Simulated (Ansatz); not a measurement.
## KI (Fm-3m): band gap by G0W0 on PBE

Wanted: the gap of KI (Fm-3m) with a many-body correction, and the time that it takes.

Main program and level: Ansatz 0.2.0; PBE, then G0W0 on it, plane waves, PAW.

## (1) The structure

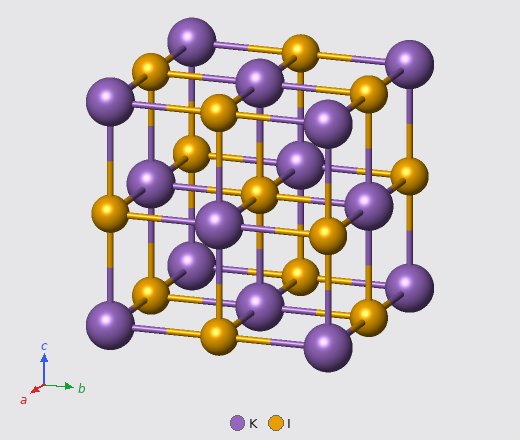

The starting structure, seen slightly off an axis (potassium purple, iodine orange). This picture shows the conventional cell, with its axes. Some periodic images of atoms are drawn too.

The cell and positions come from the Crystallography Open Database and are kept as given unless a step says otherwise. Spin-orbit coupling is left out unless a step names it. The default PAW set here is soft_2. Its files were made with PBE.

## (2) The PBE band structure

Levels along a band path and on the mesh show where this functional puts the band edges.

This step: DFT, PBE, plane waves, PAW.

The input, input.yaml:

```yaml
crystal:
  lattice:
    - [0.0, 3.532775, 3.532775]
    - [3.532775, 0.0, 3.532775]
    - [3.532775, 3.532775, 0.0]
  atoms:
    - { symbol: K, position: [0.0, 0.0, 0.0] }
    - { symbol: I, position: [0.5, 0.5, 0.5] }
kpoints:
  mp_grid: { grid: [6, 6, 6] }
  band_path:
    path:
      - [[0.0, 0.0, 0.0], [0.5, 0.0, 0.5], [0.625, 0.25, 0.625]]
      - [[0.375, 0.375, 0.75], [0.0, 0.0, 0.0], [0.5, 0.5, 0.5], [0.5, 0.25, 0.75], [0.5, 0.0, 0.5]]
    npoints: 10
hamiltonian:
  xc: pbe
scf:
  occupations: { method: fermi_dirac, width: 0.02 }
  n_extra_bands: 4
output:
  eigenvalues: true
  write_density: true
  write_potential: true
  elf: true
  volumetric_format: npy
```

Run with:

```sh
ansatz run input.yaml --threads 3 --pin off --max-ram 92160MiB --backend cuda --events-out ev --progress --plain --runs-dir out --devices 1 --max-vram 13GiB
```

Numbers of over 12 decimals in the logs are rounded to 6 here.

What it wrote:

```text
scf.n_extra_bands = 4 over 13 filled bands (N_el = 26.0): the run solves 17 bands
GPUs: using 1 of 1 available (devices: 1).
Engine: ansatz 0.2.0, x86_64-unknown-linux-gnu
Pseudopotentials: kind: paw
Pseudopotential: K, paw, valence charge 9, recommended cutoff 420 eV (normal), K.paw.azcp
Pseudopotential: I, paw, valence charge 17, recommended cutoff 420 eV (normal), I.paw.azcp
Functional definition: PBE
  parameter kappa = 0.804
  parameter beta = 0.066725
  exchange = pbe_x(kappa = kappa, mu = beta*pi^2/3)
  correlation = pbe_c(beta = beta)
device memory: the entry about to start is reckoned to put 1.0 GiB on a device that reports 48.7 GiB free (of which the cap on the GPU budget leaves the run 13.0 GiB)
GPU FFT provider: cuFFT
GPU libraries: cuBLAS 13.8.2, cuFFT 12.4.0, cuSOLVER 12.3.4
Crystal: 2 atoms, lattice volume = 88.182 Å³
Basis set: ecut = 420 eV, 1759 PW (Γ)
Bands: 17, of which v1, the nominal top of the filled ones, is band 13 counted from 1 (12 counted from 0)
Symmetry: 48 space group operations
Space group: Fm-3m (ITA 225), of the structure as read, at distance tolerance 4.5e-5 Å
k-points: 16 of 216
Non-local potential: K, projectors of the file, l = 0: 3, l = 1: 2, l = 2: 2
Non-local potential: I, projectors of the file, l = 0: 2, l = 1: 2, l = 2: 2, l = 3: 2
PAW form: soft (Blöchl's): semilocal exchange-correlation on the pseudo side does not see the compensation charge
PAW one-centre angular grid: K, 110 points (default); XC on 64 Gauss nodes
PAW one-centre angular grid: I, 590 points (default); XC on 64 Gauss nodes
Initial density: superposition of atomic densities (neutral atoms: chi_scale 0, normalization atom), corrected by the library's trained network
Initial wavefunctions: pseudopotential atomic-orbital guess
GPU buffer pool allocated for 46656 grid points (all kernels)
GPU transforms: local potential and band sums: pruned to the plane-wave sphere, on 36×36×36
Functional: x = pbe(κ = 0.804, μ = 0.219515), c = pbe(β = 0.066725)
SCF iter   1: F=—  HF=-9053.690784 eV  |F-HF|=—  |Δ(HF+E_count)|=         —  Δρ=2.73e-4  dr2=3.91e-5  ethr=1.77e-3  ⟨swp⟩=7.8  Hψ=1685  notcnv=0
preconditioner: auto → none  [insulator: Δε(μ)=3.960 eV  Ē_g=13.748 eV  σ=0.020 eV  W_gap=1.00  n_scr=14 (ndim 8)  ℏωp=14.8 eV  f_vac=0.139  D(μ)=0.00/eV (n_scr^D=0)  ε∞_Penn≈2.2]
SCF iter   2: F=—  HF=-9053.689987 eV  |F-HF|=—  |Δ(HF+E_count)|=   7.97e-4  Δρ=2.95e-4  dr2=1.23e-4  ethr=1.50e-7  ⟨swp⟩=3.6  Hψ=885  notcnv=0
SCF iter   3: F=—  HF=-9053.689941 eV  |F-HF|=—  |Δ(HF+E_count)|=   4.59e-5  Δρ=1.40e-4  dr2=2.26e-5  ethr=1.50e-7  ⟨swp⟩=2.0  Hψ=480  notcnv=0
SCF iter   4: F=—  HF=-9053.689942 eV  |F-HF|=—  |Δ(HF+E_count)|=   1.02e-6  Δρ=3.72e-5  dr2=1.63e-6  ethr=8.68e-8  ⟨swp⟩=2.0  Hψ=480  notcnv=0
iter 5 did not close the SCF: its close was put off for the readings that it lacked (scf_convergence_deferred on its scf_iter line)
SCF iter   5: F=-9053.689942 eV  HF=-9053.689942 eV  |F-HF|=1.23e-8  |Δ(HF+E_count)|=   5.03e-7  Δρ=4.61e-6  dr2=1.58e-8  ethr=6.29e-9  ⟨swp⟩=2.0  Hψ=480  notcnv=0
SCF iter   6: F=-9053.689942 eV  HF=-9053.689942 eV  |F-HF|=1.26e-10  |Δ(HF+E_count)|=   8.89e-8  Δρ=6.54e-7  dr2=2.73e-10  ethr=6.09e-11  ⟨swp⟩=3.2  Hψ=1077  notcnv=0
SCF 1 converged in 6 iterations: F = -9053.689942 eV  dr2 = 2.73e-10
  greatest PAW one-centre occupation: 0.999 electrons in one spin orbital (limit 2), on the I atom at site 1 (counted from 0), in its partial waves of l = 2
device memory: the entry about to start is reckoned to put 1.4 GiB on a device that reports 49.2 GiB free (of which the cap on the GPU budget leaves the run 13.0 GiB)
NSCF: frozen V_eff on 62 k-points, pencils in batches of 32, up to order 76
SCF converged after 6 iterations
Free energy (F): -9053.689942 eV
Harris-Foulkes:  -9053.689942 eV  (|F-HF|=1.26e-10)
Internal energy: -9053.689942 eV  (E = F + TS)
E sigma→0 (E₀):  -9053.689942 eV
Fermi energy:    4.261863 eV
--- Per-component energies (eV) ---
  E_band       = -521.547435
  E_kinetic    = 443.092391
  E_local      = -2830.524021  (includes V_loc(G=0)·N_el)
  E_nonlocal   = -77.391619
  E_hartree    = 1342.092039
  E_xc         = -263.476210
  E_vxc        = -293.790781  (∫ρ·V_xc dr)
  E_paw        = -5599.050159  (= ΣΔE_a)
  E_vpaw       = -447.117531  (= ΣTr[D̂ρ^β])
  E_aug_tail   = -0.000007  (compensation charges beyond the density's cutoff)
  E_ewald      = -2068.432357
  E_smearing   = -0.000000  (= −TS)
  E_closure    = 0.000000  (closes the sum)
  Σ components = -9053.689942   (vs F -9053.689942, Δ=0.00e0)
--- Band table (eV; the first three rows and the last of 16) ---
  k-point 0: bands = [... 9 lower, -8.2351, 2.2667, 2.2667, 2.2667, 6.2336, 8.7736, 8.7736, 8.7736]
  k-point 1: bands = [... 9 lower, -8.1626, 1.8495, 2.1763, 2.1763, 6.8564, 8.6929, 9.0642, 9.0642]
  k-point 2: bands = [... 9 lower, -8.0244, 1.2130, 2.0088, 2.0088, 7.6207, 9.2921, 9.7694, 9.7694]
  k-point 15: bands = [... 9 lower, -8.0482, 1.3977, 1.7059, 1.7239, 7.9401, 8.6670, 9.6795, 10.5848]
```

Elapsed: 8 s, on 1 × NVIDIA H100 80GB HBM3 (shared by 6 runs) with 3 threads of AMD EPYC 7R13 (Zen 3), shared host; peak memory 0.9 GiB; 5.4 s of CPU time.

In the SCF lines HF is the Harris–Foulkes energy and dr2 the Hartree energy of the density residual, in eV; the loop may stop once dr2 is under the threshold and the program's other checks hold. Hψ counts applications of the Hamiltonian.

Numbers from this step:

- filled bands: 13
- gap: 3.967 eV
- valence top at: Γ
- conduction bottom at: Γ
- least direct gap: 3.967 eV

Over mesh and path the gap is 3.967 eV, direct, at k = Γ.

Electronic bands along the path, in eV, zero at the top of the highest nominally filled band:

| point | band 10 | band 11 | band 12 | band 13 | band 14 | band 15 | band 16 | band 17 |
| --- | --- | --- | --- | --- | --- | --- | --- | --- |
| Γ | -10.50 | 0.00 | 0.00 | 0.00 | 3.97 | 6.51 | 6.51 | 6.51 |
| X | -10.36 | -1.00 | -0.37 | -0.37 | 4.94 | 5.77 | 8.10 | 8.70 |
| U | -10.30 | -0.85 | -0.75 | -0.38 | 5.62 | 6.64 | 7.62 | 8.28 |
| jump to K | -10.30 | -0.85 | -0.75 | -0.38 | 5.62 | 6.64 | 7.62 | 8.28 |
| Γ | -10.50 | 0.00 | 0.00 | 0.00 | 3.97 | 6.51 | 6.51 | 6.51 |
| L | -10.22 | -1.32 | -0.34 | -0.34 | 5.53 | 7.71 | 8.16 | 8.16 |
| W | -10.30 | -0.73 | -0.73 | -0.60 | 6.47 | 6.47 | 6.65 | 8.19 |
| X | -10.36 | -1.00 | -0.37 | -0.37 | 4.94 | 5.77 | 8.10 | 8.70 |

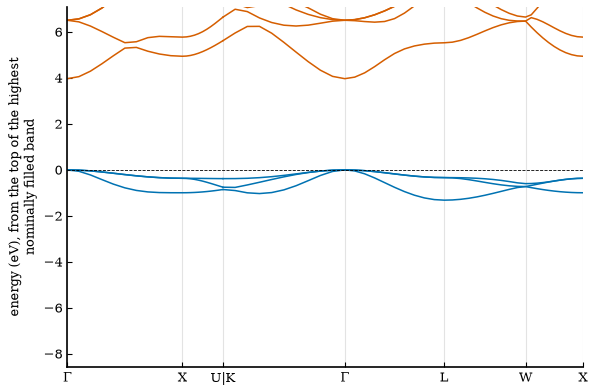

Electronic bands along the path; lines of filled and empty bands in two colours.

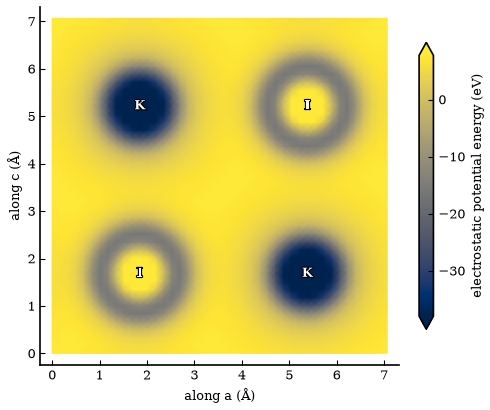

Electrostatic potential energy in the ac plane of the conventional cell at fractional y = 0.000, with atoms of K and I within 0.2 Å of it. With pseudopotentials it is smooth inside the atoms' cores, unlike the true potential. The map starts off the cell's origin, so that atoms lie inside it.

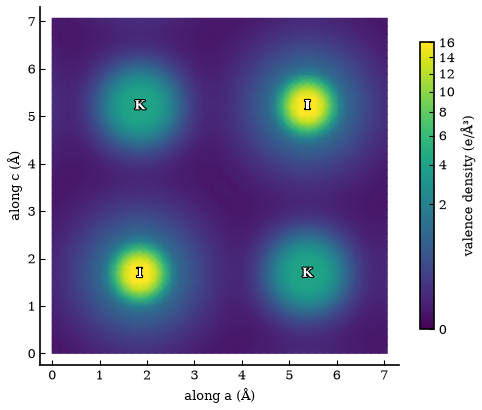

Valence density in the ac plane of the conventional cell at fractional y = 0.000, with atoms of K and I within 0.2 Å of it. It is the smooth field of the valence electrons, not physical close to the nuclei. The map starts off the cell's origin, so that atoms lie inside it. The colour scale is stretched toward low values.

## (3) The quasiparticle correction

G0W0 replaces the xc potential by a self-energy built once from the orbitals of the start. Levels are corrected in the window of bands that the input names, at points of the mesh.

This step: G0W0 on PBE, plane waves, PAW.

input.yaml, the sections that differ from step 2:

```yaml
kpoints:
  mp_grid: { grid: [4, 4, 4] }
scf:
  occupations: { method: fixed }
gw:
  n_empty_bands: 566
  ecut_chi: 200.0
  qp_bands: [v2, c2]
  qp_kpoints: band_edges
  screening: { model: contour_deformation }
# crystal, hamiltonian: as in step 2
# output: removed
```

What it wrote:

```text
GPUs: using 1 of 1 available (devices: 1).
[...]
GPU FFT provider: cuFFT
GPU libraries: cuBLAS 13.8.2, cuFFT 12.4.0, cuSOLVER 12.3.4
Crystal: 2 atoms, lattice volume = 88.182 Å³
Basis set: ecut = 420 eV, 1759 PW (Γ)
Bands: 17, of which v1, the nominal top of the filled ones, is band 13 counted from 1 (12 counted from 0)
Symmetry: 48 space group operations
[...]
k-points: 8 of 64
[...]
GPU buffer pool allocated for 46656 grid points (all kernels)
[...]
SCF iter   1: F=—  HF=-9053.689555 eV  |F-HF|=—  |Δ(HF+E_count)|=         —  Δρ=2.60e-4  dr2=7.32e-5  ethr=1.77e-3  ⟨swp⟩=5.4  Hψ=632  notcnv=0  defer=13
[...]
SCF iter   6: F=-9053.689078 eV  HF=-9053.689078 eV  |F-HF|=3.74e-8  |Δ(HF+E_count)|=   2.62e-8  Δρ=4.21e-6  dr2=3.32e-8  ethr=3.37e-10  ⟨swp⟩=5.9  Hψ=727  notcnv=0
SCF 1 converged in 6 iterations: F = -9053.689078 eV  dr2 = 3.32e-8
[...]
NSCF: frozen V_eff on 8 k-points
the band table was solved once the SCF had ended and its energy, with any forces and stress, was formed, with the checks that follow a solve (851 applications of the Hamiltonian). They found nothing against the state; the energy, forces and stress were not computed again (output.eigenvalues in the input reference)
[...]
G₀W₀ screening: q 1/8
[... further progress lines ...]
[...]
SCF converged after 6 iterations
Free energy (F): -9053.689078 eV
[...]
Internal energy: -9053.689078 eV  (E = F + TS)
E sigma→0 (E₀):  -9053.689078 eV
Fermi energy:    2.267639 eV
[...]
--- Band table (eV; the first three rows and the last of 8) ---
  k-point 0: bands = [... 9 lower, -8.2339, 2.2676, 2.2676, 2.2676, 6.2342, 8.7740, 8.7740, 8.7740]
  k-point 1: bands = [... 9 lower, -8.0914, 1.5091, 2.0914, 2.0914, 7.3291, 8.8465, 9.3824, 9.3824]
  k-point 2: bands = [... 9 lower, -7.9566, 0.9497, 1.9315, 1.9315, 7.7954, 9.9767, 10.4316, 10.4316]
  k-point 7: bands = [... 9 lower, -8.0325, 1.5417, 1.5417, 1.6690, 8.7387, 8.7387, 8.9137, 10.4549]
--- G₀W₀: contour deformation, 6 samples at zero and on the imaginary axis and 2 off it, 64 q-points, 566 empty bands' worth ---
  eigenvalues of the whole cell's RPA ε∞ on this k-mesh (on a slab, of 1 + 4πα/V) = 2.6385, 2.6385, 2.6385; static W/v taken at q = 0 is 0.379006
  bands read: the sum over 579 bands ends inside a degenerate multiplet in 1 slot, whose members it reads at an even weight; the widest, k=3: bands 579 to 580 (counted from 1) at 1/2 each
  gw.qp_kpoints: band_edges: 8 of 8 stored k-points solved, in 1 pass; an edge of the gap read off the rows below is read off those points alone
    ik  band        ε_KS         Σx   Σc(E_QP)       V_xc       Z   E_QP_lin       E_QP  E_QP is
     0    12      2.2676   -17.3234     1.3557   -14.1827  0.7998     0.4342     0.4826  root
     0    13      2.2676   -17.3234     1.3557   -14.1827  0.7998     0.4342     0.4826  root
     0    14      6.2342    -4.3249    -3.1379    -7.8581  0.8462     6.6311     6.6296  root
     0    15      8.7740    -3.8696    -3.3895    -8.2146  0.8346     9.7409     9.7295  root
     1    12      2.0914   -17.0243     1.3992   -13.8331  0.7986     0.2488     0.2994  root
     1    13      2.0914   -17.0243     1.3992   -13.8331  0.7986     0.2488     0.2994  root
     1    14      7.3291    -4.6032    -3.2016    -8.2563  0.8398     7.7829     7.7807  root
     1    15      8.8465    -4.3116    -3.3993    -8.4588  0.8299     9.6018     9.5944  root
     2    12      1.9315   -16.7962     1.4466   -13.5479  0.7972     0.0767     0.1298  root
     2    13      1.9315   -16.7962     1.4466   -13.5479  0.7972     0.0767     0.1298  root
     2    14      7.7954    -3.6959    -3.0748    -7.1900  0.8401     8.2166     8.2147  root
     2    15      9.9767    -5.1508    -3.8143    -9.8668  0.8126    10.8927    10.8783  root
     3    12      2.0627   -17.0548     1.4196   -13.8289  0.7985     0.2046     0.2563  root
     3    13      2.0627   -17.0548     1.4196   -13.8289  0.7985     0.2046     0.2563  root
     3    14      7.5635    -4.9101    -3.3101    -8.7634  0.8380     8.1100     8.1068  root
     3    15      7.7990    -3.3334    -3.1478    -7.1863  0.8400     8.5097     8.5041  root
     4    12      1.7263   -16.5482     1.5170   -13.2005  0.7961    -0.1617    -0.1045  root
     4    13      1.9161   -16.8645     1.4647   -13.5844  0.7971     0.0466     0.1007  root
     4    14      7.9371    -3.6549    -3.1597    -7.4347  0.8385     8.5615     8.5571  root
     4    15      8.9836    -4.9228    -3.4848    -9.0858  0.8284     9.6678     9.6618  root
     5    12      1.7685   -16.5978     1.5054   -13.2611  0.7968    -0.1193    -0.0628  root
     5    13      1.9413   -16.8251     1.4445   -13.5788  0.7972     0.0865     0.1395  root
     5    14      8.4314    -4.7136    -3.3498    -8.6077  0.8324     8.9794     8.9758  root
     5    15      8.8007    -4.0921    -3.3216    -8.0959  0.8306     9.4889     9.4828  root
     6    12      1.9018   -16.9356     1.4832   -13.6233  0.7971     0.0177     0.0728  root
     6    13      1.9018   -16.9356     1.4832   -13.6233  0.7971     0.0177     0.0728  root
     6    14      7.2091    -3.2346    -3.0213    -6.8775  0.8430     7.8348     7.8307  root
     6    15      8.0416    -4.2416    -3.2864    -8.1555  0.8395     8.6733     8.6691  root
     7    12      1.5417   -16.3903     1.5922   -12.9402  0.7948    -0.3778    -0.3163  root
     7    13      1.6690   -16.4223     1.5188   -13.0755  0.7953    -0.2169    -0.1590  root
     7    14      8.7387    -4.0658    -3.3325    -8.1132  0.8310     9.4603     9.4536  root
     7    15      8.7387    -4.0658    -3.3325    -8.1132  0.8310     9.4603     9.4536  root
```

Run time: 26 s. Hardware: 1 × NVIDIA H100 80GB HBM3 (shared by 6 runs) with 3 threads; peak memory 1.6 GiB; 26 s of CPU time.

This step gave:

```
bands summed                                    : 579
RPA ε∞ on this mesh (eigenvalues)               : 2.638, 2.638, 2.638
plane waves in the screening matrix             : 537
q-points in the mesh                            : 64
G0W0 gap over the corrected points              : 6.147 eV
k of the valence top                            : 0, 0, 0
k of the conduction bottom                      : 0, 0, 0
starting gap on the mesh                        : 3.967 eV
Z at the valence top                            : 0.7998
Z at the conduction bottom                      : 0.8462
least direct G0W0 gap over the corrected points : 6.147 eV
```

Over all 8 irreducible mesh points the G0W0 gap is 6.147 eV, direct, at k = Γ. The PBE gap of this run on the mesh is 3.967 eV. The two states that bound the G0W0 gap lie that far apart at the start, so the correction of the gap is 6.147 − 3.967 = +2.180 eV. The start of this run differs from the step before in mesh (6×6×6 and 4×4×4).

Labels follow the order of the start: v1 is the top filled band, c1 the lowest empty one; levels that stay degenerate share a row, the window can cut a multiplet, doubted levels are not marked in this list, bands outside the window were not corrected, and the list may be a part of the corrected levels. Levels before and after the correction, in eV, zero at the valence-band top of each column:

|  | conduction bottom | valence top |
| --- | --- | --- |
| Kohn-Sham | 3.97 | 0.00 |
| G0W0 | 6.15 | 0.00 |

|  | level | occupation | energy (eV) |
| --- | --- | --- | --- |
| Kohn-Sham | Γ v2-v1 | 2 | 0.000 |
| Kohn-Sham | Γ c1 | 0 | 3.967 |
| Kohn-Sham | Γ c2 | 0 | 6.506 |
| G0W0 | Γ v2-v1 | 2 | 0.000 |
| G0W0 | Γ c1 | 0 | 6.147 |
| G0W0 | Γ c2 | 0 | 9.247 |

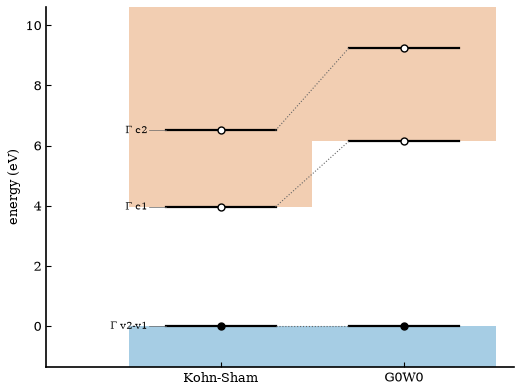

Levels before and after the correction. Shaded: valence and conduction bands. Filled marks are occupied levels, open marks empty ones.

The parts of the quasiparticle energy for the two states that bound the G0W0 gap, in eV on the run's own scale (QP = start + Σx + Σc − Vxc, with Σc at the quasiparticle energy):

| edge | k | band | start | Σx | Σc | Vxc | Z | QP |
| --- | --- | --- | --- | --- | --- | --- | --- | --- |
| valence top | Γ | 12 | 2.268 | −17.323 | 1.356 | −14.183 | 0.800 | 0.483 |
| conduction bottom | Γ | 14 | 6.234 | −4.325 | −3.138 | −7.858 | 0.846 | 6.630 |

(Continued in part 2 of 2.)

[Paths, hosts, dates, memory and timing lines, banners, echoed tables and standing remarks are left out of the program output.]

[Logs are printed without paths, hosts, clocks, repeated set-up lines and the standing remarks that a program may print on its own settings, such as how far it seeks lower states.]

[Runs of the session that timed out or met a known fault of the program may be left out.]

[Cells called generated may have been cut or substituted from an entry of the Crystallography Open Database or the Materials Project.]

[Hosts, paths, dates, database ids (printed as entryN), source tags and the programs' standing remarks are cut or masked in the printed files.]

[Where an RPA ε∞ is given, it is that of the G0W0 mesh and is not shown converged in it. Names of k-points follow the symmetry that the program found, which can be lower than the space group named. Band edges on a path are those of the sampled points; other points can move an edge, and change direct to indirect where valleys lie close.]

[Hybrid gaps are those of their k-mesh and are not shown converged in it.]
